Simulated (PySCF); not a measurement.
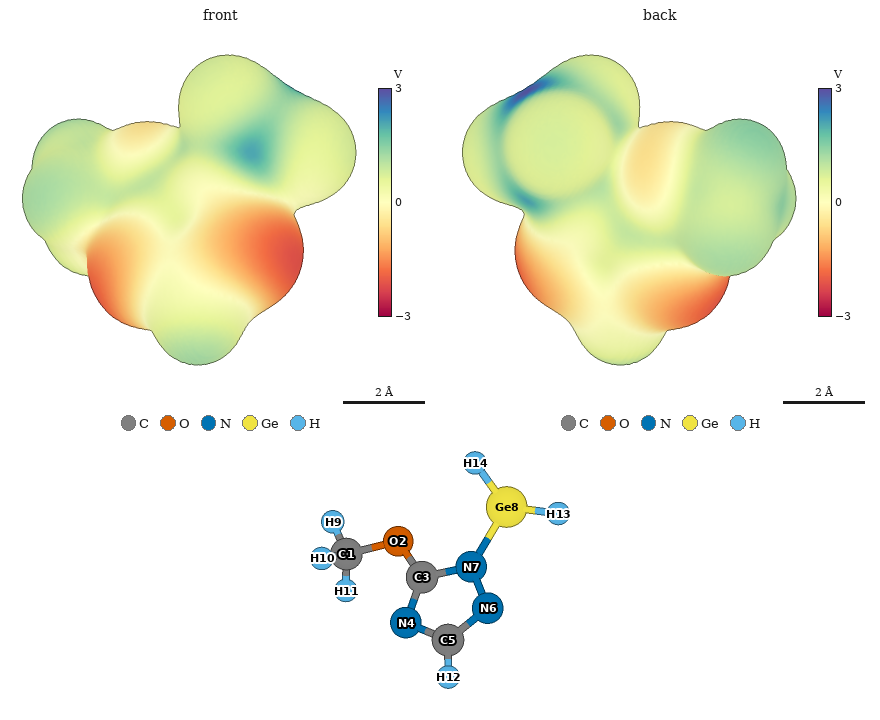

Figure. C$_{3}$H$_{7}$GeN$_{3}$O (SMILES COc1ncn[n]1[GeH3]). The electrostatic potential painted on the density surface at 0.004 e/bohr³, seen from the front and from behind; red is negative and blue positive. The bare structure is drawn below in the same view.

Geometry: GFN2-xTB.

The calculation used CAM-B3LYP/def2-SVPD, SCF density, gas phase in PySCF 2.14.0.

```yaml
atoms:
  - { symbol: C, position_ang: [-1.6352, 1.7396, 0.4766] }
  - { symbol: O, position_ang: [-0.3705, 1.1129, 0.3390] }
  - { symbol: C, position_ang: [-0.4135, -0.1488, -0.0781] }
  - { symbol: N, position_ang: [-1.4300, -0.9089, -0.3935] }
  - { symbol: C, position_ang: [-0.8176, -2.0693, -0.7392] }
  - { symbol: N, position_ang: [0.4829, -2.0452, -0.6491] }
  - { symbol: N, position_ang: [0.7605, -0.7898, -0.2166] }
  - { symbol: Ge, position_ang: [2.3914, -0.0434, 0.1302] }
  - { symbol: H, position_ang: [-1.4346, 2.7601, 0.7953] }
  - { symbol: H, position_ang: [-2.2382, 1.2181, 1.2228] }
  - { symbol: H, position_ang: [-2.1690, 1.7326, -0.4759] }
  - { symbol: H, position_ang: [-1.3662, -2.9311, -1.0591] }
  - { symbol: H, position_ang: [3.3629, -1.1283, -0.1609] }
  - { symbol: H, position_ang: [2.3632, 0.3736, 1.5632] }
  - { symbol: H, position_ang: [2.5095, 1.1358, -0.7765] }
```

**Which sites attract a positive test charge, and which a negative one?**

A positive charge is drawn to the negative regions and a negative charge to the positive ones. The most negative region (about −2.1 V) lies over N6, the most positive (about +2.7 V) over Ge8. N6 is the likeliest acceptor of a hydrogen bond.
